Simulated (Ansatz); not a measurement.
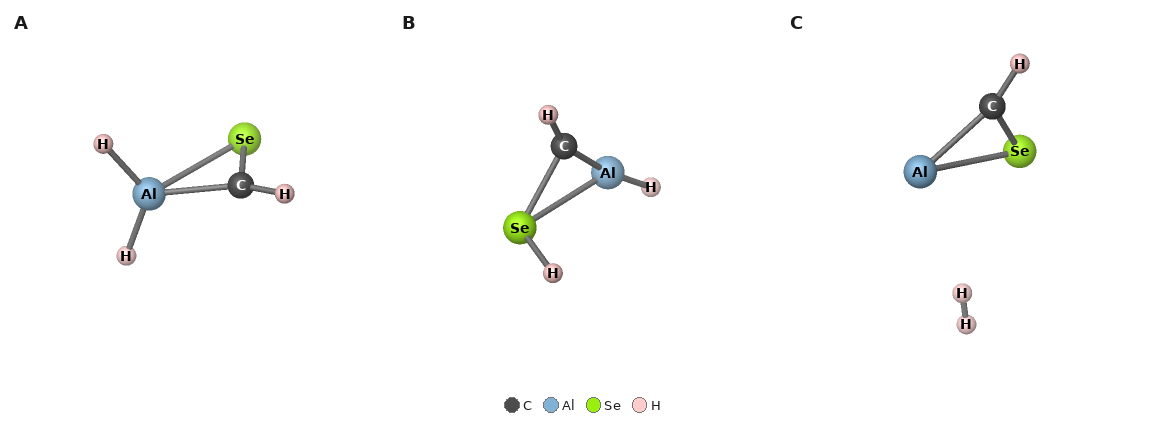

3 stationary structures of one formula. Geometries: PBE-D4/def2-SVP. Electronic energies: PBE-D4/def2-SVP (Ansatz 0.2.0), without zero-point energy. No frequency run is at hand to confirm each as a minimum.

### Which structure is the most stable?

A is lowest (Cs); B lies 21.1 kcal/mol above it (C1), C lies 24.5 kcal/mol above it (C1).
